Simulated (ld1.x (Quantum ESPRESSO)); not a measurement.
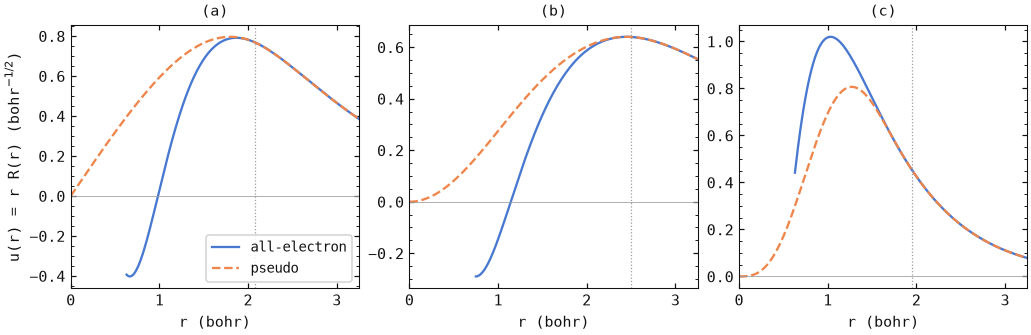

Pseudo-waves (dashed) against the all-electron radial functions (solid). Dotted lines mark the matching radii. The all-electron curves start outside the innermost oscillations, which aren't drawn.

ld1.x (Quantum ESPRESSO) 7.5, revPBE, scalar-relativistic. The levels are (a) -14.67 eV, (b) -4.69 eV, (c) -27.47 eV.

Which element and which shells are these?

Answer. Bismuth (Bi), core [Xe] 4f14, valence 5d10 6s1.75 6p3.25 (neutral): (a) 6s, (b) 6p, (c) 5d.

Are the pseudo-waves norm-conserving?

Answer. No. It is an ultrasoft set: the norm inside the radius is free, and the augmentation charge carries the difference.
